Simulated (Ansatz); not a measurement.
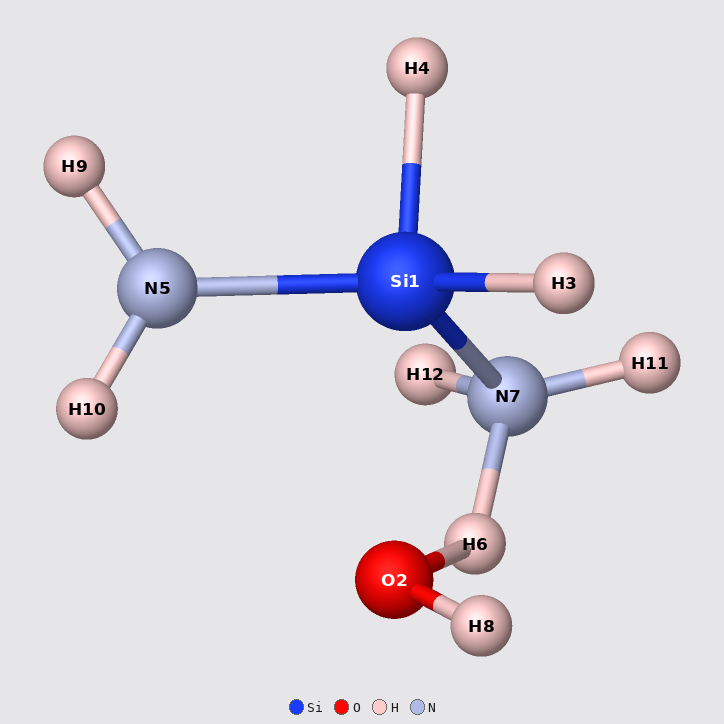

Sticks follow a distance rule. Harmonic vibrations computed with RKS PBE0-D4/def2-TZVP (Ansatz 0.2.0) at a stationary point of the same level.

### Minimum or transition state?

A first-order saddle point: one imaginary frequency, 1051i cm⁻¹.

### List the wavenumbers.

30 modes: 1051i, 171, 284, 328, 343, 384, 527, 539, 567, 651, 674, 737, 753, 825, 831, 924, 950, 1009, 1105, 1534, 1555, 1630, 1857, 2043, 2159, 3544, 3628, 3637, 3744, 3901 cm⁻¹.
